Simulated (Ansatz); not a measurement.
```yaml
atoms:
  - { symbol: B, position_ang: [-0.2031, 0.0000, 0.2953] }
  - { symbol: Cl, position_ang: [-1.1832, 0.0165, 1.7737] }
  - { symbol: F, position_ang: [1.1087, -0.0182, 0.3942] }
  - { symbol: Cl, position_ang: [-0.9966, 0.0081, -1.2613] }
  - { symbol: Cl, position_ang: [0.8064, -0.0065, 3.7680] }
```

Computed with Ansatz, UKS PBE-D4/6-31G*.

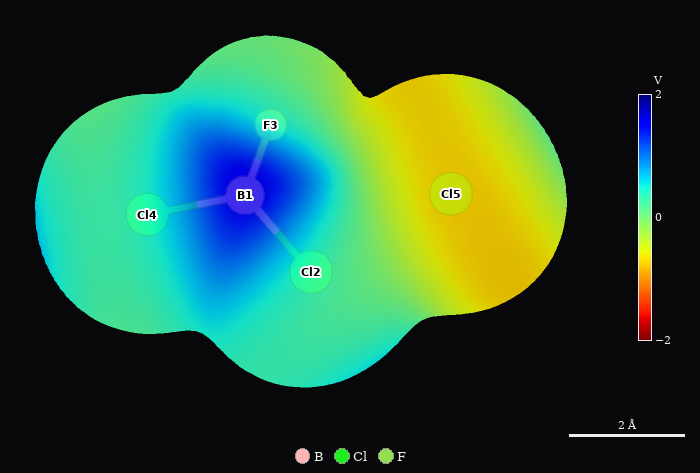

BCl2F···Cl (doublet). The electrostatic potential painted on the density surface at 0.001 e/bohr³, seen across its widest extent; the colour scale runs from red (negative) to blue (positive).

Question: Describe the electrostatic potential map.

Answer: The most negative region (about −0.7 V, or −16 kcal/mol for a unit charge) lies over Cl5, the most positive (about +1.5 V, or +35 kcal/mol for a unit charge) over B1. Cl4 shows a σ-hole: about +0.7 V, or +16 kcal/mol for a unit charge at the tip opposite its bond, against about +0.3 V on its flanks.
